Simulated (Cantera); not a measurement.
Input: 1 mol SiHCl₃, a varied amount of NH₃, 12 mol N₂, held at 1150 K and 8000 Pa.

These are equilibrium values from Cantera (NASA tables, ideal gas, pure condensed phases), not measurements of a reactor. Candidate condensed phases: NH₄Cl, Si, Si₃N₄; 28 gas species. The tables' values for SiCl₃ are old estimates; treat these amounts as uncertain. Kinetics and transport are ignored.

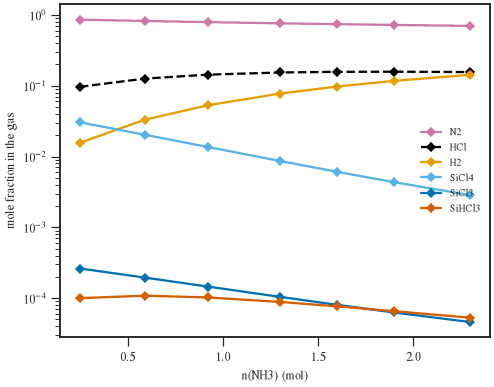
Figure: Equilibrium gas composition (values under 1e-9 drawn at 1e-9)

From 0.25 mol NH₃ to 2.3 mol NH₃ the condensed part is Si₃N₄(s). The main Si-bearing gas is SiCl₄ throughout. The share of Si in condensed phases is highest at 2.3 mol NH₃ (94.7 %) and lowest at 0.25 mol NH₃ (57.9 %).
